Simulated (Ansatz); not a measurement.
The starting structures come from a database of crystals and need not be the phases stable at ambient conditions.

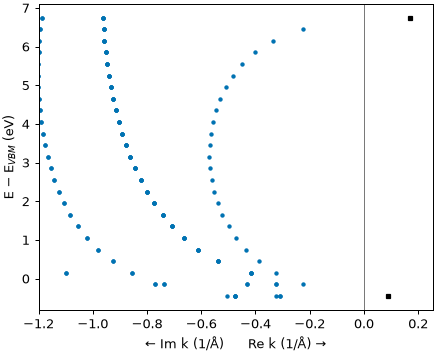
*Complex bands at the centre of the two-dimensional zone; r2SCAN (Ansatz, a first-principles code)*

The gap is the functional's own. No spin-orbit coupling. Mid-gap values are those at the computed energy nearest the middle.

Question: This is LiAsF6 (R-3, 8 atoms a cell, 11.2 Å³ an atom) along the normal of (001). Read off the slowest decay at the centre of the two-dimensional zone at 3.45 eV, the computed energy nearest the middle of the gap.

Answer: κ ≈ 0.57 1/Å, a decay length 1/(2κ) of the density of 0.88 Å.
